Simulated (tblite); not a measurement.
Molecular dynamics, with input and output: C₂H₅AlBrCl₂ (charge −1) (part 1 of 2)

- system: C₂H₅AlBrCl₂, charge −1
- method: GFN2-xTB Langevin dynamics, gas phase (tblite 0.8.0)

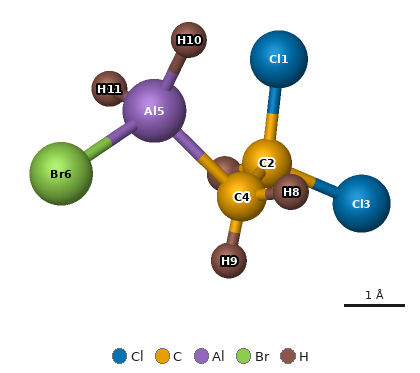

Fig. 1: The input geometry (ball-and-stick view, seen at a tilt; atoms are numbered from 1 in the order of the input). Sticks mark near contacts.

Input
```
{"job": {"dt": 1.5, "steps": 8000, "equilibration": 400, "friction": 0.005, "h_mass": 4.0, "temperature": 500, "xc": "GFN2-xTB", "basis": "xTB", "kind": "md"}, "charge": -1, "multiplicity": 1}
Cl    -0.859399     0.485837     1.757433
C     -1.068862    -0.603671     0.393082
Cl    -2.881078    -0.943063     0.241603
C     -0.430790    -0.029887    -0.802955
Al     1.357847     0.562193     0.115673
Br     2.970609     0.510963    -1.526416
H     -0.663216    -1.572031     0.685208
H     -0.990106     0.859036    -1.132433
H     -0.481245    -0.756144    -1.624715
H      1.296798     2.057456     0.621518
H      1.771140    -0.560008     1.168148
```

The first line tells a small driver script what to run in tblite; the rest is the geometry in Å.

Hardware: 1 CPU thread, shared host.

Run as:
```bash
OMP_NUM_THREADS=1 python <driver script> task.json out
```

What the program printed
```
t/fs     T/K   E - E0/eV
     0.0    587.3     0.0000
   525.0    552.5     0.5526
  1050.0    609.0     0.5464
  1575.0    627.9     0.5339
  2100.0    537.5     0.3892
  2625.0    645.0     0.5863
  3150.0    394.7     0.4857
  3675.0    503.2     0.5980
  4200.0    678.7     0.7519
  4725.0    493.4     0.8412
  5250.0    637.8     0.7494
  5775.0    487.3     0.6034
  6300.0    391.0     0.6517
  6825.0    430.1     0.4220
  7350.0    470.0     0.5852
  7875.0    528.4     0.8514
  8400.0    568.9     0.9431
  8925.0    482.2     0.5650
  9450.0    360.2     0.5941
  9975.0    259.6     0.7695
 10500.0    420.3     0.6580
 11025.0    410.6     0.5268
 11550.0    410.4     0.5773
 12075.0    401.5     0.4366
 12600.0    592.9     0.5592
```

Trajectory as extended XYZ (Å, eV, eV/Å), 25 frames, from step=0 to step=8400
```
11
Properties=species:S:1:pos:R:3:forces:R:3 step=0 time_fs=0.0 energy=-583.41743 temperature=587.3
Cl   -0.8594    0.4858    1.7574    0.0000   0.0010   0.0020
C    -1.0689   -0.6037    0.3931    0.0000   0.0010  -0.0010
Cl   -2.8811   -0.9431    0.2416    0.0010   0.0000  -0.0010
C    -0.4308   -0.0299   -0.8030    0.0020   0.0010  -0.0020
Al    1.3578    0.5622    0.1157   -0.0040   0.0000  -0.0010
Br    2.9706    0.5110   -1.5264    0.0010   0.0000  -0.0010
H    -0.6632   -1.5720    0.6852   -0.0010   0.0000  -0.0010
H    -0.9901    0.8590   -1.1324    0.0000  -0.0010   0.0030
H    -0.4812   -0.7561   -1.6247    0.0000  -0.0010   0.0010
H     1.2968    2.0575    0.6215    0.0010   0.0000   0.0000
H     1.7711   -0.5600    1.1681    0.0000   0.0000   0.0010
11
Properties=species:S:1:pos:R:3:forces:R:3 step=350 time_fs=525.0 energy=-582.86488 temperature=552.5
Cl   -1.9706    1.0783    1.0113    0.1510  -0.2980  -0.6340
C    -1.3903   -0.0359   -0.2216   -1.1690  -0.2730   0.2310
Cl   -2.9423   -1.3392   -0.6203    0.3540   0.5440   0.2160
C    -0.9306    0.5981   -1.4221   -0.8260   2.1300   0.1840
Al    0.6880    1.6210   -0.4990   -0.0030  -0.3900   1.1150
Br    2.5529    1.3760   -1.7657    0.1780  -0.0340  -0.2690
H    -0.8223   -0.7961    0.3144    0.3230   0.2450  -0.4500
H    -1.6993    1.3857   -1.9177    1.3500  -1.6650   1.1140
H    -0.5889   -0.0790   -2.1634    0.0190  -0.8220  -0.7620
H     0.3125    3.0587   -0.2365   -0.2500   0.7200  -0.1910
H     1.1034    1.0419    1.0009   -0.1260  -0.1570  -0.5530
11
Properties=species:S:1:pos:R:3:forces:R:3 step=700 time_fs=1050.0 energy=-582.87099 temperature=609.0
Cl   -2.8478    1.2719   -0.7487    0.2580  -0.0330  -0.2200
C    -1.7860    0.0577   -1.4245    1.2850   0.2280  -1.6960
Cl   -2.6994   -1.1127   -2.5539   -0.4930   0.0360   0.2970
C    -0.5914    0.5964   -2.1993   -0.9570   1.3330   1.5500
Al    0.2383    1.9577   -0.7097    0.1090   0.0890  -2.3190
Br    2.3615    1.9932   -1.5318    0.7230  -0.0380  -0.1050
H    -1.4413   -0.5715   -0.6323   -0.0510  -0.4790   0.5640
H    -0.9160    1.2916   -3.0194    0.1250  -0.7910   0.2730
H     0.0075   -0.2351   -2.5724   -0.1660   0.0620  -0.1950
H    -0.1088    3.4489   -0.9373   -0.5750   0.2800   0.1190
H     0.3175    1.4668    0.6503   -0.2580  -0.6860   1.7320
11
Properties=species:S:1:pos:R:3:forces:R:3 step=1050 time_fs=1575.0 energy=-582.88357 temperature=627.9
Cl   -2.4646    1.6564   -0.8989    0.2070  -0.2350  -0.2550
C    -2.0388    0.7806   -2.3939    0.4300   1.0240  -0.1590
Cl   -3.5324    0.8122   -3.4591    0.2210   0.0560   0.0380
C    -0.7677    1.3050   -3.0038   -0.3060   0.6980  -0.1560
Al    0.5791    1.8442   -1.3144   -1.0000   0.6740  -0.2200
Br    2.8156    1.8159   -1.9560   -0.4580   0.2040  -0.0100
H    -1.9021   -0.2605   -2.1868   -0.1700  -0.5510   0.5260
H    -0.9503    2.1305   -3.7499   -0.0950  -0.1220   0.8890
H    -0.4839    0.5030   -3.6701    0.6440  -0.5470  -0.2810
H     0.0042    3.3332   -0.5111    0.6140  -0.7800  -0.6850
H     0.5046    0.6627   -0.3414   -0.0880  -0.4210   0.3130
11
Properties=species:S:1:pos:R:3:forces:R:3 step=1400 time_fs=2100.0 energy=-583.02827 temperature=537.5
Cl   -2.7575    0.9788   -0.7606    0.1620  -0.0330   1.3830
C    -2.4007    0.7269   -2.4243    0.5910   0.3700   0.3650
Cl   -4.0067    1.0179   -3.2145   -0.0750  -0.2550  -0.5900
C    -1.3001    1.6352   -2.8580   -0.5870  -1.2490  -1.6640
Al    0.3192    1.2607   -1.5953    0.1020   0.4200  -0.1510
Br    2.3820    1.1789   -2.6385   -0.1830   0.1060  -0.0710
H    -2.0728   -0.2982   -2.5451   -0.5090  -0.4220  -0.2050
H    -1.6526    2.6405   -2.7515   -0.0480   1.0070   0.1850
H    -1.3640    1.4278   -3.9731    0.8260   0.4100   0.5260
H     0.2806    2.5523   -0.6757    0.0260  -0.0980   0.0910
H     0.3169   -0.1329   -0.8988   -0.3050  -0.2550   0.1300
11
Properties=species:S:1:pos:R:3:forces:R:3 step=1750 time_fs=2625.0 energy=-582.83109 temperature=645.0
Cl   -1.7153    1.5495   -0.6462    0.2840   0.2340   1.4120
C    -1.6860    1.8235   -2.3304   -1.5030  -1.3180  -0.0390
Cl   -3.5267    2.4907   -2.5520    0.2930  -0.0590  -0.4760
C    -0.6652    2.7024   -2.8031    0.0490   0.5160   0.1840
Al    1.1162    2.0123   -1.8367   -1.4140   0.4420   1.0560
Br    2.5548    1.7304   -3.4915    0.9960  -0.1710  -0.9820
H    -1.8021    0.8063   -2.7400    0.2510   0.4950  -0.4360
H    -1.0386    3.7064   -2.5391    0.7250   0.1310  -0.1280
H    -0.6024    2.6193   -3.8847   -0.0810   0.1760  -0.3970
H     1.6658    3.2083   -0.8407   -0.2300  -0.5800  -0.1990
H     0.6459    0.5589   -1.3197    0.6310   0.1360   0.0060
11
Properties=species:S:1:pos:R:3:forces:R:3 step=2100 time_fs=3150.0 energy=-582.93178 temperature=394.7
Cl   -1.4323    2.9618   -1.2039    0.1490   0.1740  -0.1700
C    -1.2913    2.9617   -2.9632   -0.4460   1.5170   0.5580
Cl   -2.9214    3.7689   -3.6212   -0.1340  -0.6360   0.1790
C    -0.2058    3.8158   -3.4288    1.1170  -1.6740  -0.4030
Al    1.3642    2.6395   -2.6198   -0.2880   0.6680   0.2950
Br    2.8926    2.5401   -4.3100    0.2170  -0.1870  -0.0610
H    -1.3038    1.9142   -3.1901   -0.2910  -0.2350  -0.7870
H    -0.0615    4.6747   -2.7918   -0.4730   0.7560  -0.2790
H    -0.2801    4.0107   -4.5310   -0.0430   0.1930   0.9790
H     1.9481    3.4927   -1.3984    0.0100  -0.1200  -0.1500
H     0.7445    1.3088   -2.1055    0.1830  -0.4540  -0.1600
11
Properties=species:S:1:pos:R:3:forces:R:3 step=2450 time_fs=3675.0 energy=-582.81941 temperature=503.2
Cl   -1.3682    2.3455   -0.7006    0.0160   0.3270  -0.0880
C    -1.2483    1.9842   -2.4187    0.5080  -0.2110  -0.1510
Cl   -3.0667    2.1656   -3.1121    0.7310  -0.3730   0.3460
C    -0.3022    2.8757   -3.1614   -0.7150  -0.7550   2.2500
Al    1.5734    2.6648   -1.9901   -1.0900   0.2620  -0.7840
Br    2.8753    2.7196   -3.9134    0.2360   0.0110   0.4030
H    -1.0035    0.8970   -2.3989   -0.4290   0.6920  -0.5870
H    -0.8333    3.8623   -3.1155    0.8640  -0.5130  -0.9500
H    -0.1011    2.3588   -4.1028   -0.4780   0.7960  -0.4130
H     1.7819    3.8528   -0.9554    0.1120  -0.2430  -0.1370
H     1.4889    1.1990   -1.4185    0.2440   0.0060   0.1090
11
Properties=species:S:1:pos:R:3:forces:R:3 step=2800 time_fs=4200.0 energy=-582.66549 temperature=678.7
Cl   -1.3533    1.0720   -0.9656   -0.2140  -0.2900   0.8360
C    -1.0225    1.4349   -2.6036   -0.0150   0.5520  -0.8640
Cl   -2.5269    2.3024   -3.2827   -0.1540   0.0590   0.0170
C     0.2170    2.1832   -2.8091    0.1370  -1.0810   0.0580
Al    1.7237    2.4663   -1.5025   -0.0390  -0.4280   0.8140
Br    3.0949    3.2951   -3.0976    0.7900   0.2750  -0.3160
H    -0.9828    0.5735   -3.2504   -0.2970  -0.8250   0.2810
H     0.0941    3.2233   -2.8642   -0.7860   2.0990   0.3620
H     0.5092    1.9890   -3.8188    0.5260  -0.4770  -1.1190
H     1.4317    3.5363   -0.4363   -0.2120   0.6150   0.0900
H     2.1557    1.2779   -0.6177    0.2660  -0.4980  -0.1610
11
Properties=species:S:1:pos:R:3:forces:R:3 step=3150 time_fs=4725.0 energy=-582.57623 temperature=493.4
Cl   -1.8418    1.4455   -0.2364   -0.3530  -0.3920  -0.7130
C    -2.0171    1.2147   -1.9868    0.9930   0.5040  -1.2330
Cl   -3.7282    1.6748   -2.5881    0.2740  -1.0300   0.6120
C    -1.1434    2.3266   -2.6679   -0.7380  -1.0120   2.5430
Al    0.6053    2.1635   -1.5114   -1.6170  -0.4500   1.0970
Br    2.5379    2.7972   -2.4370    0.6450   0.1990  -0.3820
H    -1.7716    0.1384   -2.2417   -0.6250   1.1990   0.2500
H    -1.7873    3.1272   -2.2382    1.0790   0.7790  -0.6120
H    -1.2624    2.3266   -3.7252   -0.2090  -0.1980  -0.8900
H     0.2568    3.2681   -0.2480    0.4980  -0.4790  -0.4960
H     0.7409    0.4469   -1.1458    0.0520   0.8790  -0.1750
11
Properties=species:S:1:pos:R:3:forces:R:3 step=3500 time_fs=5250.0 energy=-582.66808 temperature=637.8
Cl   -2.2099   -0.8186   -1.3628   -0.4300   0.4830  -0.7120
C    -2.2267    0.3140   -2.7607    0.6780  -2.4980  -1.5930
Cl   -4.0920    0.4881   -3.4940    0.8810  -0.0420   0.6070
C    -1.4942    1.4706   -2.4249   -0.1320   2.7160   1.4690
Al    0.3584    0.7379   -1.2930   -1.4430   0.5460   0.4080
Br    2.1736    2.1117   -0.9927   -0.1550   0.1290  -0.0580
H    -1.7726   -0.3250   -3.6327   -0.8180   1.1500   1.3020
H    -2.1172    2.1237   -1.6655    1.0650  -1.0910  -0.7040
H    -1.3129    2.2211   -3.2283   -0.1580  -0.7750  -0.0790
H    -0.2695    0.5201    0.1995    0.4470   0.0080  -0.3910
H     0.9209   -0.3266   -2.2211    0.0660  -0.6260  -0.2470
11
Properties=species:S:1:pos:R:3:forces:R:3 step=3850 time_fs=5775.0 energy=-582.81400 temperature=487.3
Cl   -0.7220   -2.5257   -0.8806   -0.5200  -0.1970   0.7850
C    -0.6079   -1.2243   -2.0407    0.0330  -2.7280  -1.4650
Cl   -2.3852   -1.0374   -2.8750    0.5880  -0.0960   0.2830
C    -0.0386   -0.0656   -1.4989    0.8590   1.7350  -0.3120
Al    1.3710   -0.3643   -0.0090    0.1640  -0.8450  -0.6910
Br    2.0345    1.7903    0.1391    0.3910   0.5380   0.1610
H    -0.0195   -1.8222   -2.8418   -0.8280   1.6850   0.5810
H    -0.6638    0.6578   -0.9745   -0.8800  -0.3700   0.4690
H     0.2730    0.5681   -2.3332    0.4530   0.1290  -0.4270
H     0.8317   -0.8398    1.3252   -0.3050  -0.0740   0.5720
H     2.4151   -1.4165   -0.6014    0.0450   0.2230   0.0460
11
Properties=species:S:1:pos:R:3:forces:R:3 step=4200 time_fs=6300.0 energy=-582.76572 temperature=391.0
Cl   -0.2466   -2.8358   -0.3624    0.7390   0.5180   0.1620
C     0.0030   -1.6119   -1.5669    0.0030   0.5600  -2.0380
Cl   -1.7650   -1.7770   -2.5069    0.2690  -0.0750  -0.3150
C     0.1119   -0.2060   -1.1400    0.3290  -1.1790   1.9800
Al    1.7713   -0.3844    0.2778   -0.2390   0.2150  -0.6470
Br    3.0243    1.5589    0.0422   -0.2550  -0.2720   0.1510
H     0.7272   -1.9893   -2.4197   -1.3380   0.6830   1.6540
H    -0.6581   -0.1049   -0.2686    0.7050   0.4550  -1.4970
H     0.0753    0.5862   -1.9191   -0.3350  -0.8600   0.4960
H     1.1188   -0.5698    1.6997    0.0840   0.0670  -0.0080
H     2.7299   -1.5355   -0.1968    0.0380  -0.1110   0.0620
11
Properties=species:S:1:pos:R:3:forces:R:3 step=4550 time_fs=6825.0 energy=-582.99546 temperature=430.1
Cl   -0.5924   -1.9313    0.6369    0.4650   0.0570  -0.6630
C     0.3166   -1.0822   -0.6434   -0.0660   0.8940   0.0100
Cl   -0.9239   -0.6650   -2.0156    0.3980  -0.3690   0.4320
C     0.8643    0.2026   -0.0331   -1.7540  -1.0250  -0.3820
Al    2.1867   -0.5057    1.3740    0.4660   0.1940  -0.0910
Br    4.1051    0.6536    0.6274   -0.2990  -0.4600   0.2260
H     1.0344   -1.7468   -1.1639   -0.4650   0.2350   0.5140
H    -0.0990    0.6600    0.3599    1.1200   0.1380  -0.0820
H     1.2290    0.8489   -0.8371    0.0170   0.0230  -0.0530
H     1.8901    0.0471    2.7926   -0.1110   0.0210   0.2410
H     2.2717   -2.1180    1.3794    0.2290   0.2920  -0.1520
```
